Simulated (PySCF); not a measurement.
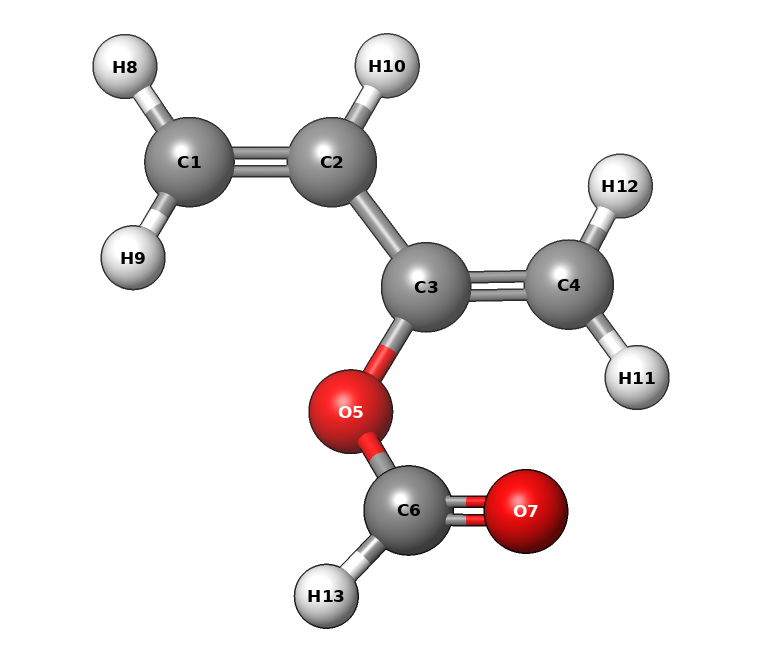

The computed structure is the end point of a GFN2-xTB optimisation. No frequency run is at hand to confirm it as a minimum. Level of theory: delta-SCF UKS SCAN, pcX-2 on the ionised atom, pcseg-1 elsewhere, spin-free X2C (PySCF 2.14.0).

Give the core-electron binding energies (to vacuum) of C1 1s, C2 1s, C3 1s, C4 1s, O5 1s, C6 1s, O7 1s.

```csv
atom,level,binding energy (eV)
C1,1s,290.2
C2,1s,291.0
C3,1s,292.6
C4,1s,290.1
O5,1s,540.1
C6,1s,294.7
O7,1s,538.2
```
